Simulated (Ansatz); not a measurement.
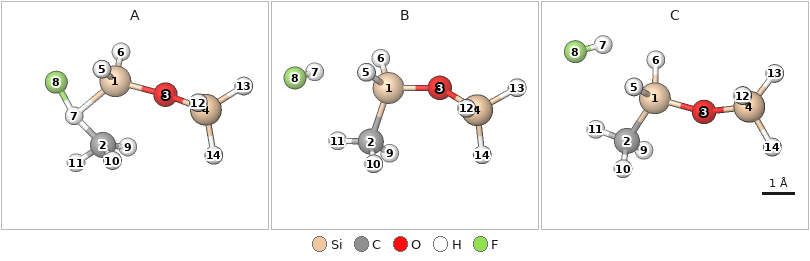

3 geometries from a converged minimum-energy path of CH9FOSi2, shuffled. Style: ball-and-stick. Shown at a tilt.

Computed with RKS B3LYP/def2-SVP (Ansatz 0.2.0). Set-up: 7 movable images; climbing image; force threshold 0.05 eV/Å; iteration limit 60; starting path through a guess of the saddle point.

Which of them lies highest in energy?

Answer. A. In order along the path, whose images run from 0 to 8: C (image 0, 0.0 kcal/mol), B (image 2, +1.4 kcal/mol), A (image 4, +34.8 kcal/mol). Breaking: H7–F8 (0.93 → 1.23 at the top → 2.49 Å), Si1–C2 (1.87 → 2.16 at the top → 4.72 Å). Forming: C2–H7 (3.19 → 1.31 at the top → 1.10 Å), Si1–F8 (3.14 → 1.95 at the top → 1.63 Å).

Cost: 10 min on 4 threads of Arm Neoverse N1, with other jobs on the host, peak memory 0.33 GiB.
